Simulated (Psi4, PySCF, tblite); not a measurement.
Approach curve of the dimer CH4 ··· C2H2 (SMILES C and C#C), singlet. Monomers: optimised at B3LYP-D3(BJ) (def2-TZVP), held rigid. Orientation: lowest of the rigid-body minima from ten starts at GFN2-xTB. Only R, the distance of the centres of mass, is varied, so the lowest point isn't the relaxed dimer.

Geometry at R = 3.91 Å (first 5 atoms: monomer A):
```
9

C      0.0000     0.0000     0.0000
H     -0.6450    -0.7988    -0.3634
H     -0.4194     0.9637    -0.2858
H      0.0722    -0.0570     1.0853
H      0.9922    -0.1078    -0.4360
C      3.8816    -0.0272    -1.4514
C      3.5945     0.8279    -0.6648
H      4.1363    -0.7865    -2.1499
H      3.3398     1.5872     0.0336
```

- RKS-B3LYP/6-31G* = restricted B3LYP/6-31G*, spherical d, no counterpoise correction in PySCF 2.14.0
- GFN2-xTB (tblite)
- RKS-M06-2X/6-31G* = restricted M06-2X/6-31G*, spherical d, no counterpoise correction (PySCF)
- PBE-D3(BJ)/def2-TZVP, counterpoise-corrected (Psi4)
- SAPT0/jun-cc-pVDZ, frozen core (Psi4)

Interaction energies in kJ/mol (negative: bound); R is the distance of the centres of mass, d the H5···C7 distance.

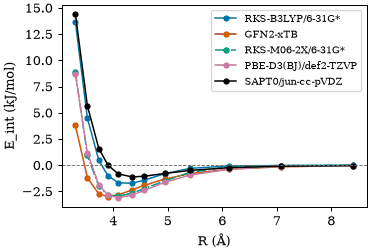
*Interaction energy against separation.*

```json
[
 {"R / Å": "3.31", "d / Å": "2.21", "RKS-B3LYP/6-31G*": "13.68", "GFN2-xTB": "3.80", "RKS-M06-2X/6-31G*": "8.88", "PBE-D3(BJ)/def2-TZVP": "8.69", "SAPT0/jun-cc-pVDZ": "14.44"},
 {"R / Å": "3.53", "d / Å": "2.41", "RKS-B3LYP/6-31G*": "4.50", "GFN2-xTB": "-1.19", "RKS-M06-2X/6-31G*": "0.96", "PBE-D3(BJ)/def2-TZVP": "1.20", "SAPT0/jun-cc-pVDZ": "5.67"},
 {"R / Å": "3.74", "d / Å": "2.61", "RKS-B3LYP/6-31G*": "0.46", "GFN2-xTB": "-2.74", "RKS-M06-2X/6-31G*": "-2.02", "PBE-D3(BJ)/def2-TZVP": "-1.87", "SAPT0/jun-cc-pVDZ": "1.59"},
 {"R / Å": "3.91", "d / Å": "2.77", "RKS-B3LYP/6-31G*": "-1.03", "GFN2-xTB": "-2.99", "RKS-M06-2X/6-31G*": "-2.84", "PBE-D3(BJ)/def2-TZVP": "-2.84", "SAPT0/jun-cc-pVDZ": "-0.02"},
 {"R / Å": "4.10", "d / Å": "2.96", "RKS-B3LYP/6-31G*": "-1.68", "GFN2-xTB": "-2.82", "RKS-M06-2X/6-31G*": "-2.97", "PBE-D3(BJ)/def2-TZVP": "-3.11", "SAPT0/jun-cc-pVDZ": "-0.83"},
 {"R / Å": "4.35", "d / Å": "3.20", "RKS-B3LYP/6-31G*": "-1.72", "GFN2-xTB": "-2.36", "RKS-M06-2X/6-31G*": "-2.66", "PBE-D3(BJ)/def2-TZVP": "-2.85", "SAPT0/jun-cc-pVDZ": "-1.12"},
 {"R / Å": "4.57", "d / Å": "3.41", "RKS-B3LYP/6-31G*": "-1.44", "GFN2-xTB": "-1.93", "RKS-M06-2X/6-31G*": "-2.25", "PBE-D3(BJ)/def2-TZVP": "-2.41", "SAPT0/jun-cc-pVDZ": "-1.06"},
 {"R / Å": "4.95", "d / Å": "3.78", "RKS-B3LYP/6-31G*": "-0.81", "GFN2-xTB": "-1.32", "RKS-M06-2X/6-31G*": "-1.50", "PBE-D3(BJ)/def2-TZVP": "-1.64", "SAPT0/jun-cc-pVDZ": "-0.79"},
 {"R / Å": "5.41", "d / Å": "4.23", "RKS-B3LYP/6-31G*": "-0.30", "GFN2-xTB": "-0.81", "RKS-M06-2X/6-31G*": "-0.69", "PBE-D3(BJ)/def2-TZVP": "-0.95", "SAPT0/jun-cc-pVDZ": "-0.50"},
 {"R / Å": "6.13", "d / Å": "4.94", "RKS-B3LYP/6-31G*": "-0.07", "GFN2-xTB": "-0.38", "RKS-M06-2X/6-31G*": "-0.14", "PBE-D3(BJ)/def2-TZVP": "-0.39", "SAPT0/jun-cc-pVDZ": "-0.24"},
 {"R / Å": "7.08", "d / Å": "5.88", "RKS-B3LYP/6-31G*": "-0.03", "GFN2-xTB": "-0.15", "RKS-M06-2X/6-31G*": "-0.04", "PBE-D3(BJ)/def2-TZVP": "-0.14", "SAPT0/jun-cc-pVDZ": "-0.10"},
 {"R / Å": "8.40", "d / Å": "7.19", "RKS-B3LYP/6-31G*": "-0.01", "GFN2-xTB": "-0.05", "RKS-M06-2X/6-31G*": "-0.01", "PBE-D3(BJ)/def2-TZVP": "-0.04", "SAPT0/jun-cc-pVDZ": "-0.03"}
]
```

Lowest grid point: RKS-B3LYP/6-31G* -1.72 kJ/mol at R = 4.35 Å; GFN2-xTB -2.99 kJ/mol at R = 3.91 Å; RKS-M06-2X/6-31G* -2.97 kJ/mol at R = 4.10 Å; PBE-D3(BJ)/def2-TZVP -3.11 kJ/mol at R = 4.10 Å; SAPT0/jun-cc-pVDZ -1.12 kJ/mol at R = 4.35 Å.
